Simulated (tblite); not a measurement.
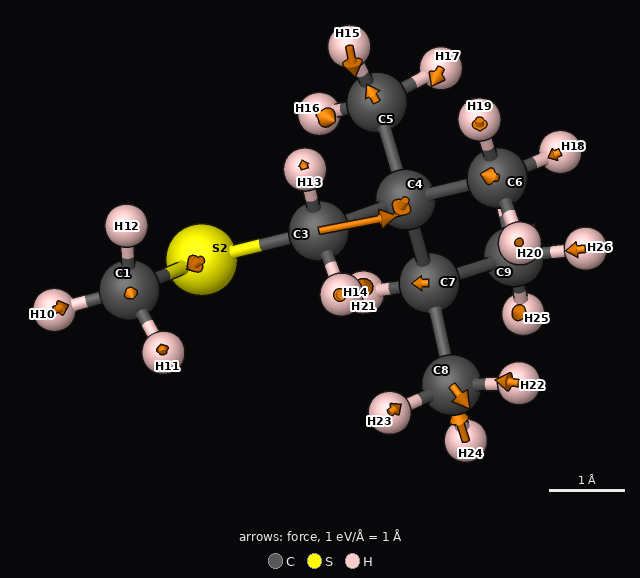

Starting geometry of C8H18S with the computed forces as orange arrows. The picture is a ball-and-stick view, seen at a tilt.

These are results of GFN2-xTB geometry optimisation, gas phase in tblite, not measurements. 

Is this structure relaxed? If not, where do the atoms go?

Answer. It isn't relaxed: the largest force vector, on a C atom, is 1.11 eV/Å. The final displacements have little in common with the starting forces (cosine between the two patterns 0.18). The energy falls by 3.22 kcal/mol in 109 geometry steps. The largest move after the best rigid fit is that of an H atom, 0.28 Å. Largest moves by element: H 0.28 Å, S 0.27 Å, C 0.10 Å. Near-neighbour distances that change, for instance: C–C 1.574 → 1.533 Å, C–C 1.581 → 1.551 Å, C–S 1.810 → 1.830 Å, C–H 1.106 → 1.088 Å. Bond angles that change, for instance: C–C–H 105.2° → 108.0°, S–C–C 115.7° → 113.1°, C–C–H 112.6° → 110.3°. Cost: 1.7 s on 1 thread of Intel(R) Xeon(R) Processor, on a shared host.
